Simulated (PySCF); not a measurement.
## Electronic structure of C₅H₂F₃O (SMILES O=c1cc1[C@H](F)[C](F)F) (doublet) in real space

The calculation's input:

```
{"job": {"kind": "epr", "basis": "pcH-1"}, "charge": 0, "multiplicity": 2}
O      2.133734     1.316867    -1.734351
C      1.636484     0.690890    -0.863497
C      1.605805     0.109580     0.438519
C      0.524781    -0.087283    -0.347353
C     -0.845247    -0.644217    -0.400116
F     -1.420104    -0.434728    -1.622891
C     -1.671164    -0.011658     0.686540
F     -1.416355    -0.474649     1.918002
F     -1.746265     1.320367     0.724389
H      2.029769    -0.050273     1.404207
H     -0.826013    -1.732226    -0.229413
```

Launched as:

```sh
OMP_NUM_THREADS=1 python probes_run.py task.json out
```

Geometry: GFN2-xTB.

Method: PySCF 2.14.0, density-fitted response routines, UKS B3LYP, pcH-1 on C F H O, non-relativistic, mean-field spin-orbit, GIAO.

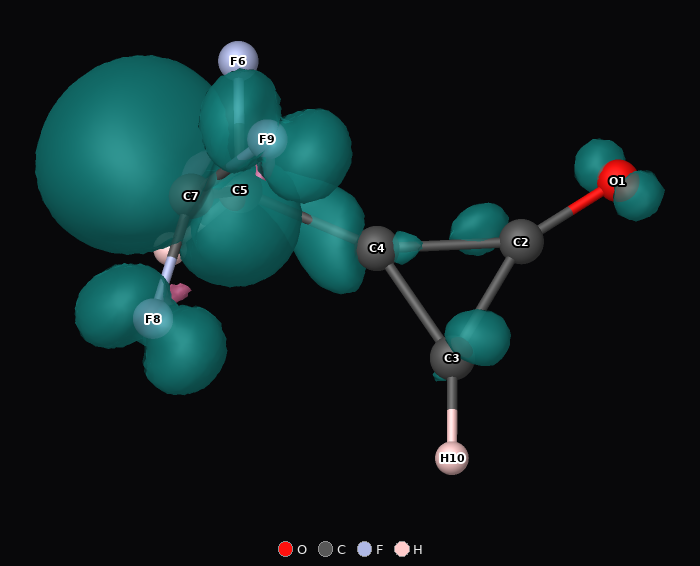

Figure 1. Isosurfaces of the spin density at +0.02 (teal) and −0.02 e/Å³ (pink), seen at a tilt.

Q: Where is the unpaired spin?

A: The unpaired spin (1 electron) lies mostly on C7 (about 0.7), F9 (about 0.1) and F8 (about 0.1), in electrons by Hirshfeld's partition.

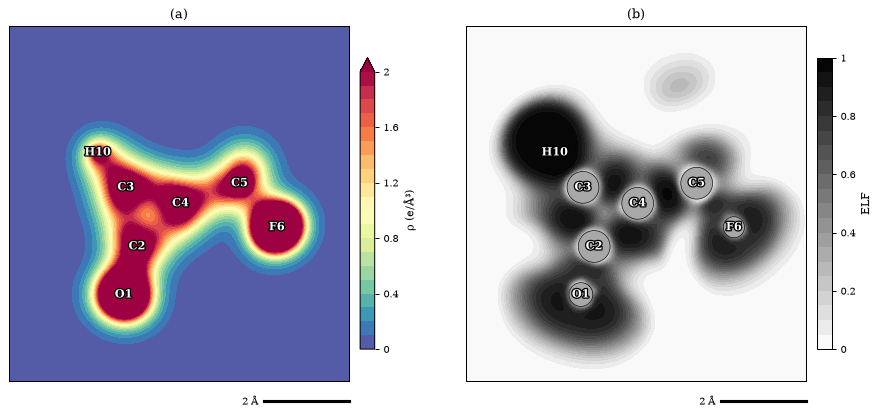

Figure 2. (a) electron density; (b) electron localisation function on the plane of atoms C2, C3 and C4. Grey discs cover the atomic cores in the ELF map.

Q: Interpret the plot.

A: The plane passes through O, C, F and H nuclei.
C–O (1.18 Å): the density is about 3.4 e/Å³ at the midpoint; the ELF peaks at about 0.85 between the atoms: a multiple bond.
C–C (1.35 Å): ρ at the midpoint is about 2.1 e/Å³; the ELF peaks at about 0.85 between the atoms, as expected for localised, covalent bonding.
C–H (1.07 Å): the density is about 2.1 e/Å³ at the midpoint; the ELF climbs to about 1 towards the hydrogen, as it does in any bond to H (a covalent bond by its length).
C–C (1.43 Å): the density is about 1.8 e/Å³ at the midpoint; the ELF peaks at about 0.85 between the atoms, as expected for a covalent bond.
C–C (1.48 Å): ρ at the midpoint is about 1.8 e/Å³; the ELF peaks at about 0.95 between the atoms; a shared electron pair.
The ELF also peaks beside O1 and F6, away from the bonds: non-bonding electrons, paired or unpaired.

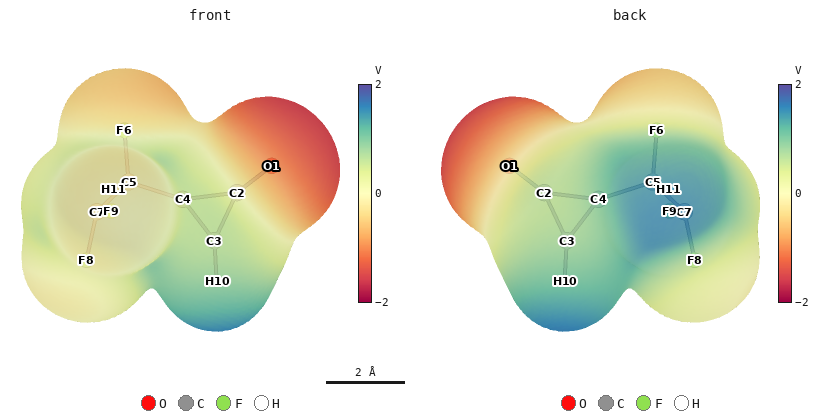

Figure 3. The electrostatic potential painted on the density surface at 0.001 e/bohr³, seen from the front and from behind; red is negative and blue positive.

Q: Which sites attract a positive test charge, and which a negative one?

A: A positive charge is drawn to the negative regions and a negative charge to the positive ones. The most negative region (about −1.6 V, or −37 kcal/mol for a unit charge) lies over O1, the most positive (about +1.6 V, or +37 kcal/mol for a unit charge) over H10 and H11. O1 is the likeliest acceptor of a hydrogen bond.
